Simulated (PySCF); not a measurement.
B₃H₆N₃, SMILES `B1NBNBN1`.

Level of theory: PBE0/def2-TZVP (PySCF), at a geometry from GFN2-xTB. No frequency check shows the geometry to be a minimum.

The calculation's input:

```python
import numpy as np
from pyscf import gto, scf, dft
from pyscf.scf import atom_ks, atom_hf
from scipy.linalg import block_diag

def solve(mol, dm0=None, hcore=None):
    mf = (dft.UKS if mol.spin else dft.RKS)(mol, xc='pbe0')
    mf.grids.level = 3
    mf = mf.density_fit(auxbasis='def2-universal-jkfit')
    mf.conv_tol, mf.max_cycle = 1e-8, 80
    if hcore is not None:
        mf.get_hcore = lambda *args: hcore
    mf.kernel(dm0)
    if not mf.converged:
        mf = mf.newton().run(mf.mo_coeff, mf.mo_occ, max_cycle=30)
    assert mf.converged, 'SCF not converged'
    return mf

mol = gto.M(atom='''
B      1.38608    -0.38486     0.00000
N      0.34877    -1.35014     0.00000
B     -1.02635    -1.00794     0.00000
N     -1.34364     0.37303     0.00000
B     -0.35974     1.39281     0.00000
N      0.99488     0.97711     0.00000
H      2.51848    -0.69931     0.00000
H      0.60100    -2.32646     0.00000
H     -1.86485    -1.83142     0.00000
H     -2.31527     0.64275     0.00000
H     -0.65362     2.53072     0.00000
H      1.71427     1.68371     0.00000
''', basis='def2-tzvp', charge=0, spin=0, verbose=4)
mf = solve(mol)
mf.analyze()
# spherically averaged free atoms, for the promolecule
atm = atom_ks.get_atm_nrks(mol, xc='pbe0')
pro = block_diag(*[(atm[a[0]][2] * atm[a[0]][3]) @ atm[a[0]][2].T for a in mol._atom])
np.savez('result.npz', e=mf.e_tot, c=mf.mo_coeff, occ=mf.mo_occ, eps=mf.mo_energy, pro=pro, dip=mf.dip_moment(verbose=0), s2=mf.spin_square()[0])
```

Run with:

```sh
OMP_NUM_THREADS=1 python input.py
```

The run took 33 s on 1 thread of Arm Neoverse V1, on a shared host, peak memory 0.82 GiB.

Partitions, critical points and surface values were worked out afterwards from this run's density.

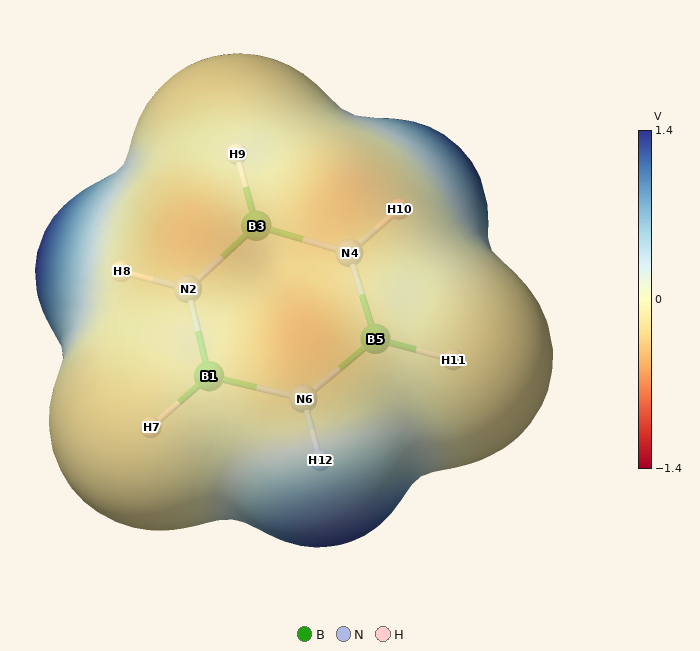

Electrostatic potential on the surface of electron density 0.001 a.u.

> Where are the extremes of the potential on the surface?

Highest: 1.40 V, 1.2 Å from H10, and at like points elsewhere. Further maxima include 0.08 V, off the molecular plane, over B5 (1.9 Å), and at like points elsewhere. Lowest: −0.45 V, off the molecular plane, over N6 (2.0 Å), and at like points elsewhere. The surface is sampled at points, so like sites can differ by a few per cent and only the strongest of them is named.
